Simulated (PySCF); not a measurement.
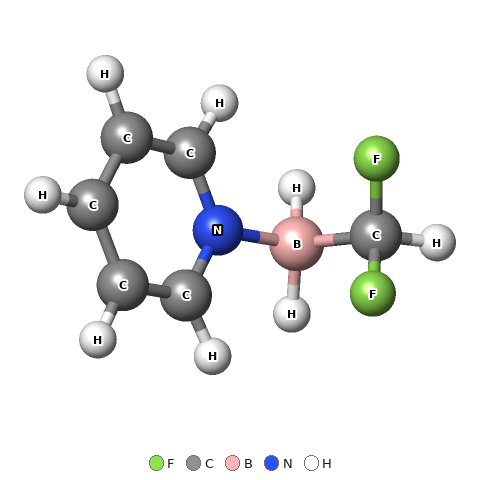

Structure of C₆H₈BF₂N, SMILES FC(F)[BH2-][n+]1ccccc1.

Simulated rotational absorption lines between 2 and 8 GHz at 2 K: rigid rotor with the equilibrium constants and dipole of one optimised conformer (PBE0-D3(BJ)/def2-SVP, PySCF 2.14.0), commonest isotopes; no centrifugal distortion, hyperfine structure, internal rotation or nuclear-spin weights; lines within 1 MHz of each other are summed. Lines of different type are drawn apart.

Question: What are the rotational constants, and what kind of rotor is it?

Answer: Rotational constants A, B, C = 2.506, 0.9488, 0.8481 GHz; Ray's κ = −0.88, an asymmetric top on the prolate side.

Question: Which dipole components drive the lines?

Answer:
|μa|, |μb|, |μc| = 5.72, 0.03, 0.92 D; a-type lines carry 98 % of the intensity in this range.

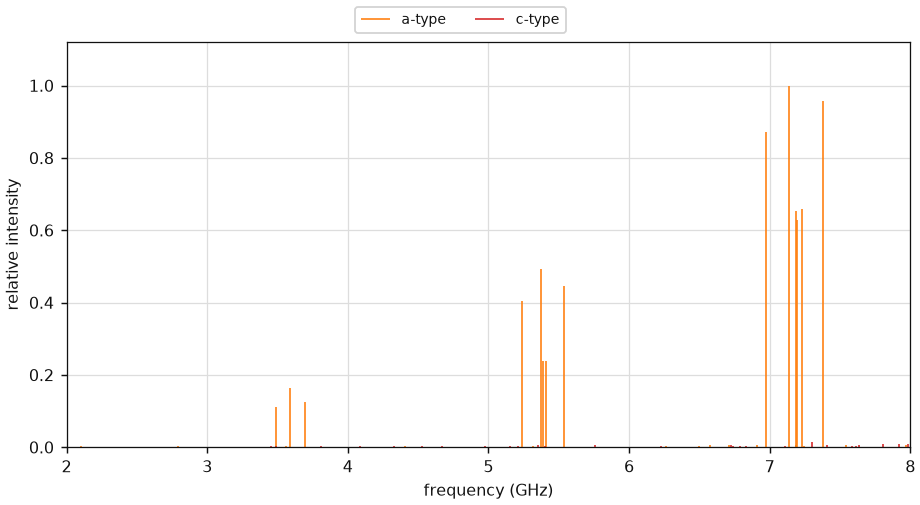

Note: coarse grid, loose stop and no frequency check, small forces are noise and the end may be a saddle.
